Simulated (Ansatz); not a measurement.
F$_{3}$Si$_{5}$ (doublet)

```xyz
8

Si    1.0496   -1.2722   -0.1185
Si    1.5887    0.7502   -1.2937
Si   -0.9019   -0.3656    0.8315
Si   -0.8086    0.6276   -1.2987
Si    0.7780    1.3464    0.9425
F    -1.7612    1.8957   -1.6802
F    -2.0762   -0.8973    1.8248
F     2.1317   -2.0848    0.7924
```

Geometry: B3LYP-D4/def2-SVP.

The calculation used UKS PBE0-D4/def2-TZVP (Ansatz).

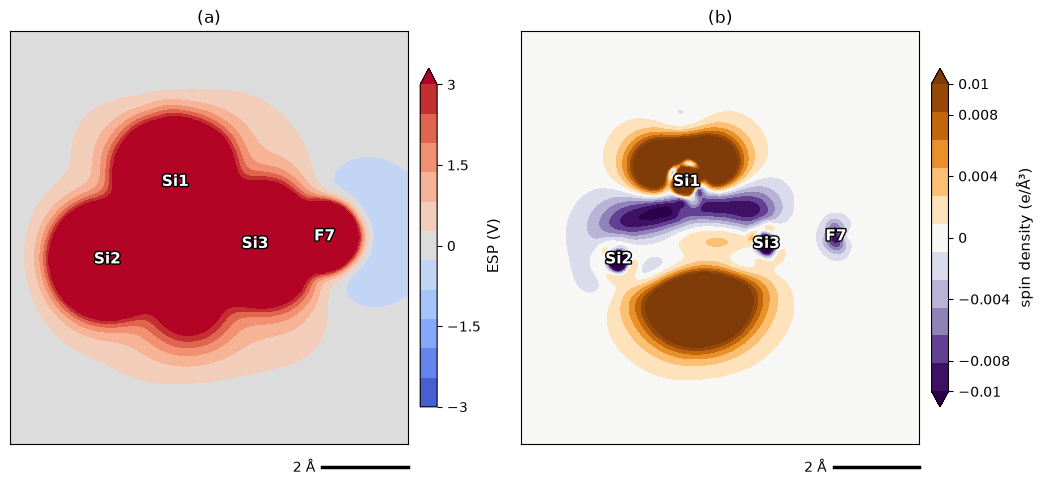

Figure 1. (a) molecular electrostatic potential; (b) spin density on the plane of atoms Si2, Si1 and Si3.

Question: Interpret the plot.

Answer: Atoms in the plane: Si and F.
The unpaired spin (1 electron) lies mostly on Si1 (about 0.3), Si4 (about 0.3) and Si5 (about 0.3), in electrons by Hirshfeld's partition.
Outside the dense part of the molecule the potential is most negative (−0.7 V) near F7.

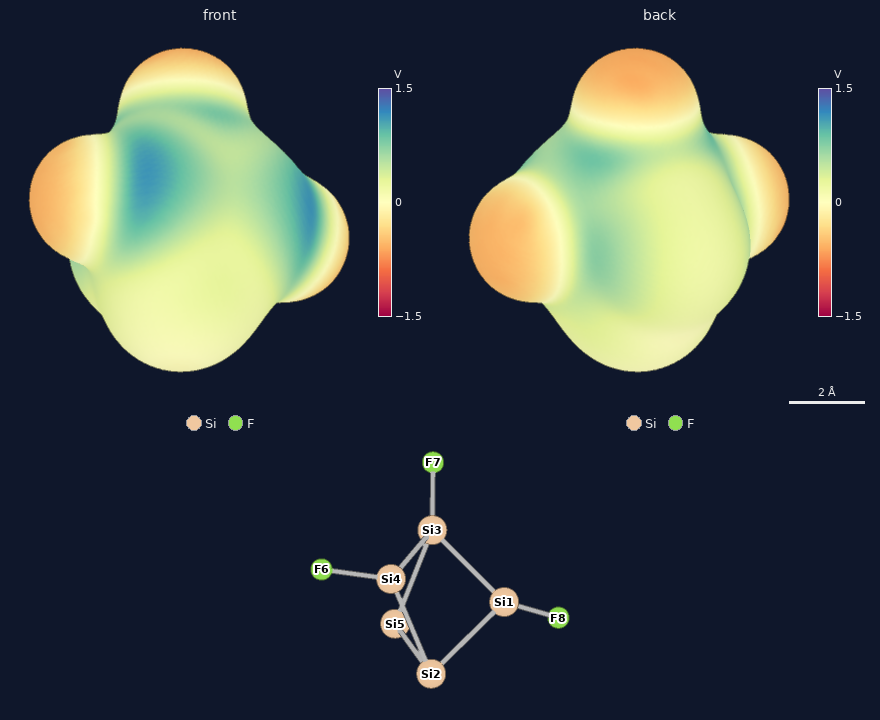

Figure 2. The electrostatic potential painted on the density surface at 0.001 e/bohr³, seen from the front and from behind; red is negative and blue positive. The bare structure is drawn below in the same view.

Question: Describe the electrostatic potential map.

Answer: The most negative region (about −0.6 V) lies over F6, F7 and F8, the most positive (about +1.1 V) over Si1 and Si4.

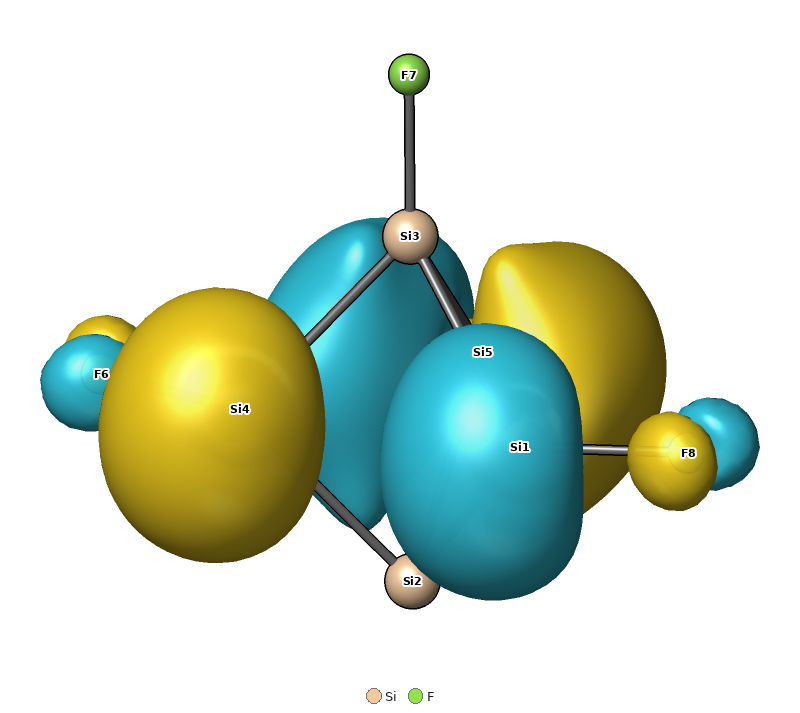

Figure 3. The HOMO (α) at ±0.1 Å⁻³ᐟ² (yellow and cyan are the two phases), seen at a tilt.

Question: Where does this orbital lie, and at what energy?

Answer: It lies mainly on Si5 (about 30 %), Si1 (about 25 %) and Si4 (about 25 %). Its energy is −6.72 eV.
